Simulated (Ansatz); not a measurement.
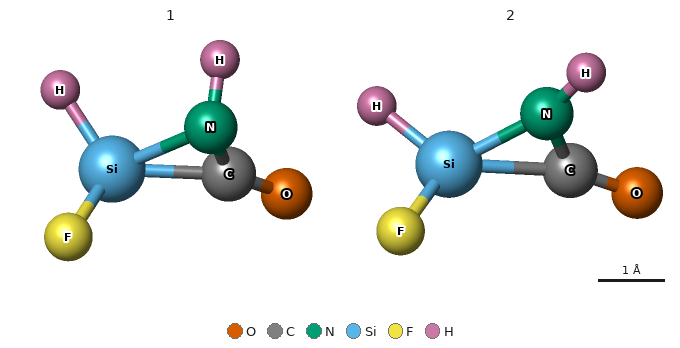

Two geometries of CH₂FNOSi (coarse preliminary run), drawn at one scale. One is the start of a relaxation, the other its converged end. Style: ball-and-stick. Shown from a free direction.

The calculation used RKS PBE-D4/def2-SVP in Ansatz 0.2.0. (force threshold 0.03 eV/Å; at most 200 steps)

Question: Which geometry has the lower energy?

Answer: Structure 2 is the relaxed one. The start comes from a force field. The largest move after the best rigid fit is that of an H atom, 0.60 Å. Largest moves by element: H 0.60 Å, N 0.37 Å, C 0.23 Å, O 0.17 Å, Si 0.17 Å, F 0.17 Å. Some distances before and after: N–Si 1.910 → 1.761 Å, C–Si 1.768 → 1.898 Å, H–Si 1.449 → 1.500 Å, C–O 1.251 → 1.205 Å. Among the angles between lasting bonds that change: Si–N–H 111.2° → 157.5°, O–C–Si 138.4° → 160.2°, N–Si–F 99.3° → 116.3°. The energy falls by 134.8 kJ/mol in 8 geometry steps. The largest force component goes from 5.3 to 0.029 eV/Å. The run took 12 s on 2 threads of Arm Neoverse V2, on a shared host.
